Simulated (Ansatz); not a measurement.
Input file:

```
crystal:
  periodic: [false, false, false]
  atoms:
    - {symbol: C, position_ang: [-2.081291, 1.930198, -0.724910]}
    - {symbol: C, position_ang: [-2.351544, 1.040135, 0.246306]}
    - {symbol: Br, position_ang: [0.070894, -0.428730, -1.356785]}
    - {symbol: Si, position_ang: [-0.768480, 1.710783, -2.030053]}
    - {symbol: Si, position_ang: [-1.465150, -0.583898, 0.474025]}
    - {symbol: H, position_ang: [0.416674, 2.587497, -1.928034]}
    - {symbol: H, position_ang: [-1.242507, 1.470633, -3.408929]}
    - {symbol: H, position_ang: [-2.665820, 2.861012, -0.770032]}
    - {symbol: H, position_ang: [-3.149695, 1.267750, 0.968299]}
    - {symbol: H, position_ang: [-2.237171, -1.805799, 0.166435]}
    - {symbol: H, position_ang: [-0.579246, -0.692889, 1.651703]}
basis:
  gaussian: {orbitals: def2-SVPD}
total_charge: 1
hamiltonian: {xc: {name: PBE0}}
output: {forces: true, orbitals: {seedname: orbitals}}
```

Command:

```sh
ansatz run input.yaml --threads 2 --pin off --max-ram 4350MiB --events-out events.jsonl --progress --plain --runs-dir runs
```

Geometry: B3LYP-D3(BJ)/def2-SVP.

The calculation used isolated molecule in a Gaussian basis; Kohn-Sham density functional theory, functional PBE0 in Ansatz.

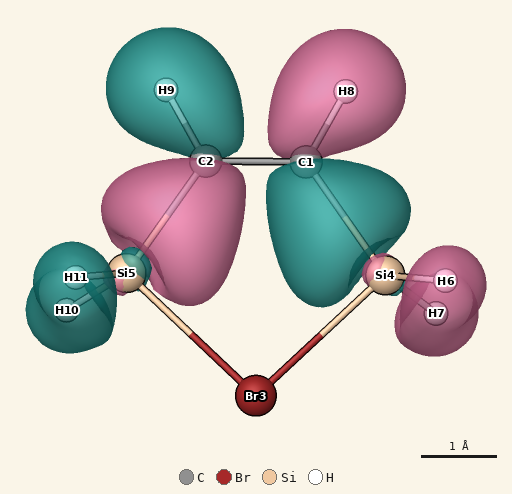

C2H6BrSi2 (charge +1). The HOMO−1 at ±0.1 Å⁻³ᐟ² (teal and pink are the two phases), seen at a tilt.

> Where does this orbital lie, and at what energy?

By Hirshfeld shares it lies mainly on C1 (about 20 %), C2 (about 20 %), Si4 (about 15 %), Si5 (about 15 %), H8 (about 10 %) and H9 (about 10 %). Its energy is −13.91 eV.
